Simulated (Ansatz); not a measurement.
System: CH₅GeS (SMILES [CH3][GeH][SH]) (doublet).

Input

```
crystal:
  periodic: [false, false, false]
  atoms:
    - {symbol: C, position_ang: [-0.733304, 0.635152, -0.565766]}
    - {symbol: Ge, position_ang: [0.934594, -0.393299, -0.399911]}
    - {symbol: S, position_ang: [1.033815, -1.391604, 1.591237]}
    - {symbol: H, position_ang: [-0.786310, 1.357766, 0.250973]}
    - {symbol: H, position_ang: [-1.594803, -0.030382, -0.514954]}
    - {symbol: H, position_ang: [-0.745848, 1.162722, -1.520364]}
    - {symbol: H, position_ang: [2.173112, 0.541243, -0.392227]}
    - {symbol: H, position_ang: [-0.189056, -1.938697, 1.495014]}
basis:
  gaussian: {orbitals: def2-TZVPP}
magnetization: {spin_polarized: true, initial_magnetization: 1}
hamiltonian: {xc: pbe0, dispersion: d4}
output: {orbitals: {seedname: orbitals}}
```

Command:

```sh
ansatz run in.yaml --threads 4 --pin off --events-out ev --progress --plain --max-ram 10444MiB
```

Geometry: PBE0-D4/def2-TZVP.

Computed with Ansatz 0.2.0, UKS PBE0-D4/def2-TZVPP.

Question: What can the converged electron density, electron localisation function and spin density tell about the bonding?

Answer: C–Ge (1.97 Å): ρ at the midpoint is about 0.85 e/Å³; the ELF peaks at about 0.90 in the valence shell of C, 0.7 Å from its nucleus, and is about 0.70 at the midpoint.
Ge–S (2.23 Å): the density is about 0.72 e/Å³ at the midpoint; the ELF peaks at about 0.90 in the valence shell of S, 0.9 Å from its nucleus, and is about 0.75 at the midpoint.
C–H (1.09 Å): ρ at the midpoint is about 2 e/Å³; the ELF climbs to about 1 towards the hydrogen, as it does in any bond to H: an ordinary covalent bond to hydrogen.
The unpaired spin (1 electron) lies mostly on Ge2 (about 0.7), S3 (about 0.1) and C1 (about 0.1), in electrons by Hirshfeld's partition.

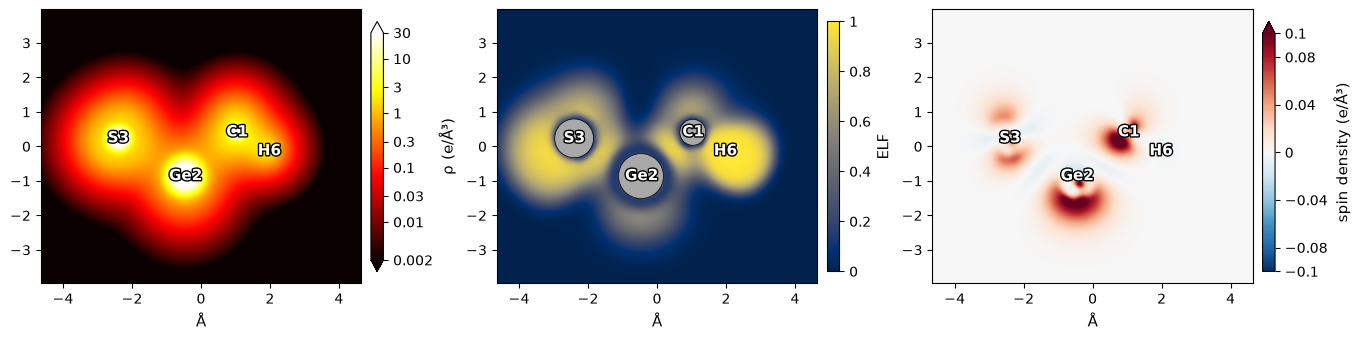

Computed electron density, electron localisation function and spin density on the plane of atoms Ge2, C1 and H6, in this order. Grey discs cover the atomic cores in the ELF map. 
